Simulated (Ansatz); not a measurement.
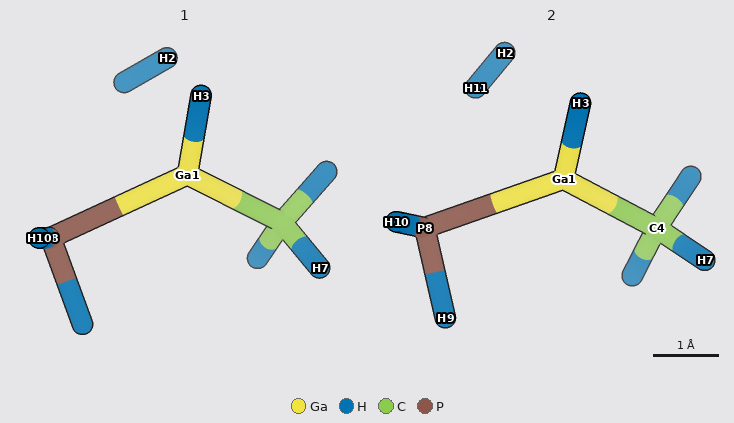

Two geometries of CH$_{8}$GaP, drawn at one scale. One is the start of a relaxation, the other its converged end. A stick model, seen at a tilt.

The calculation used RKS PBE0-D4/def2-SVP in Ansatz 0.2.0. Set-up: no spin polarisation; force threshold 0.03 eV/Å; at most 50 steps.

Q: Which geometry has the lower energy?

A: Structure 1 is the relaxed one. The run prepares an end point of a later path (reaction) calculation, from a guessed geometry. After 14 accepted moves (17 points after the start) the energy has fallen by 11.5 kJ/mol. The largest force component goes from 1.8 to 0.015 eV/Å. The line search rejected the trial steps at points 3, 9, 16 of the run. The forces were under the threshold at step 10, but the run went on from there. The atom that moves furthest after the best rigid fit is an H atom (0.46 Å). By element the largest moves are H 0.46 Å, P 0.27 Å, Ga 0.16 Å, C 0.15 Å. Among the contacts that change: H–H 0.721 → 0.765 Å, Ga–P 2.299 → 2.331 Å. Among the angles between lasting bonds that change: Ga–P–H 97.8° → 94.7°. Groups turn about C–Ga by about 20°. The run took 39 s on 2 threads of Arm Neoverse V2, on a shared host, peak memory 0.23 GiB.

Limits of the set-up: the start holds two separate molecules, 2.5 Å apart at their closest, whose relative position is a soft coordinate.
